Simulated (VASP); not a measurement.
Band structure of GeSe2 (space group I-42d). Method: PBEsol GGA with spin-orbit coupling, VASP's PBE PAW potentials (set 64) (plane waves; VASP).

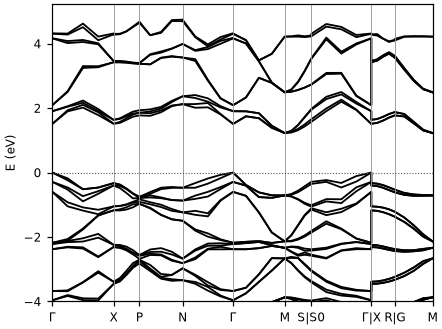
Fig. 1. Bands along high-symmetry lines, zero at the valence-band maximum or, without a gap, the Fermi level

Q: Read the plot: is there a gap, and where are the band edges?

A: The gap is indirect, 1.23 eV, from the valence maximum at Γ to the conduction minimum at M.

The structure comes from a computed database's GeSe2 entry (I-42d); how it stands against other phases isn't given here. It was relaxed first, which changed the volume by -6 %.
